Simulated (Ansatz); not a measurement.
# How basis sets differ on CH5N (SMILES CN)

The species is CH5N (7 atoms), meant as a singlet with charge 0. SMILES: `CN`. The shape is that of a PBE0-D4/def2-TZVP optimisation.

```csv
atom,x (Å),y (Å),z (Å)
C,-0.4738,-0.1384,-0.2815
N,0.8016,0.3909,0.1705
H,-0.9844,-0.8064,0.4275
H,-0.3272,-0.6907,-1.2125
H,-1.1505,0.6893,-0.5055
H,1.4480,-0.3606,0.3735
H,0.6863,0.9158,1.0279
```

Each level gives the dipole moment (D). The values are calculated.

**The experiment to reproduce.** NIST CCCBDB gives the dipole moment of the gas as 1.31 D.

```
                             level  kind  program  value (D)  computed − measured
SPW92/6-31G* (Cartesian functions)   LDA   Ansatz       1.44                +0.13
                     SPW92/cc-pVDZ   LDA   Ansatz       1.23                -0.08
                     SPW92/cc-pVTZ   LDA   Ansatz       1.26                -0.05
                     SPW92/pcseg-2   LDA   Ansatz       1.35                +0.04
                     SPW92/cc-pVQZ   LDA   Ansatz       1.27                -0.04
```

Nearest: SPW92/pcseg-2 (+0.04 D), SPW92/cc-pVQZ (-0.04 D); farthest: SPW92/6-31G* (Cartesian functions) (+0.13 D). The measured dipole is a vibrational average, so differences of a few hundredths of a debye mean little.

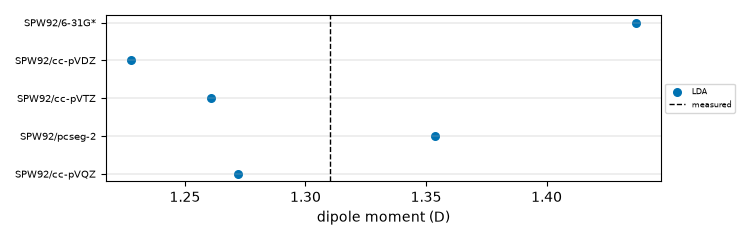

The values of the table, level by level.
